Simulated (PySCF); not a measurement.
GaCl2(NH2) (Cl2GaH2N).

Level of theory: ωB97X/cc-pVDZ (PySCF), at a geometry from GFN2-xTB. No frequency check shows the geometry to be a minimum. GFN2-xTB bond lengths at metals and heavier atoms can be off by up to 0.1 Å and shapes distorted, which carries into these values. Without diffuse functions Rydberg states are missing, so the states' numbers hold for this basis only.

Coordinates in Å:

```
Ga1      0.0002   -0.2244    0.0185
Cl2     -1.8196    0.7820   -0.0090
Cl3      1.8214    0.7788   -0.0090
N4      -0.0047   -2.0594   -0.0875
H5       0.8269   -2.5810    0.1734
H6      -0.8311   -2.5796    0.1734
```

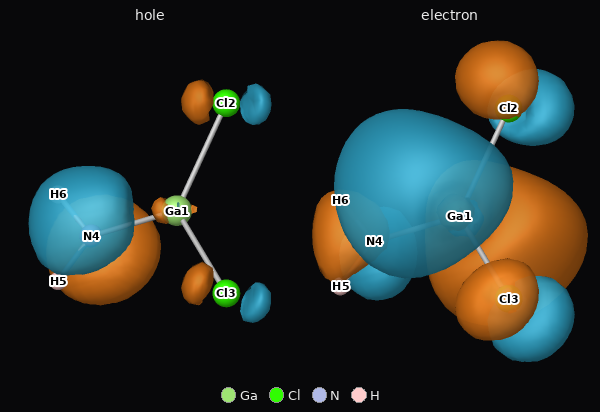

Leading natural transition orbital pair of S₂ (TDA singlet states); the surfaces enclose about 78 % of each orbital's density.

Where does the state lie, and where do hole and electron sit?

Answer. 7.01 eV (177 nm), f = 0.064; the leading pair carries 85 %; hole on N4 (62 %), Ga1 (11 %) and Cl2 and Cl3 (8 % each), electron on Ga1 (64 %), Cl2 and Cl3 (12 % each) and N4 (11 %); their centroids lie 1.3 Å apart. In canonical orbitals it is mainly HOMO → LUMO+1 (62 %). The HOMO–LUMO gap is 11.44 eV.
